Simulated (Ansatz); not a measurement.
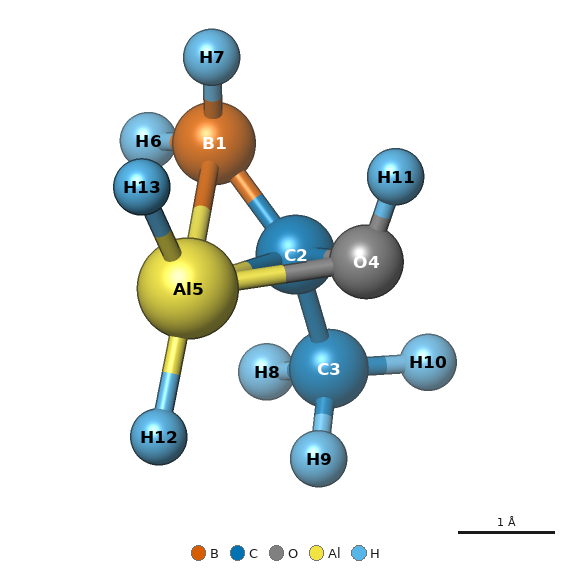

Orthographic view. Atoms fade into the background with distance from the viewer. The geometry was computed by an optimisation with PBE0-D4/def2-TZVP. No frequency run is at hand to confirm it as a minimum.

Write a Z-matrix (Å, degrees) in the order of the atom numbers, with these reference atoms: 2 to 1; 3 to 2, 1; 4 to 2, 1, 3; 5 to 4, 2, 1; 6 to 1, 2, 3; 7 to 1, 6, 2; 8 to 3, 2, 1; 9 to 3, 8, 2; 10 to 3, 8, 9; 11 to 4, 2, 1; 12 to 5, 4, 11; 13 to 5, 12, 9.

```
B  
C    1   1.460
C    2   1.487   1   133.3
O    2   1.499   1   118.0   3   178.3
Al   4   1.933   2    73.8   1    70.6
H    1   1.195   2   119.1   3     7.9
H    1   1.203   6   120.9   2  -178.5
H    3   1.090   2   109.0   1   -10.3
H    3   1.094   8   108.6   2   123.4
H    3   1.095   8   108.3   9   116.6
H    4   0.965   2   107.8   1   -38.8
H    5   1.580   4   109.7  11  -161.7
H    5   1.577  12   124.8   9  -172.2
```
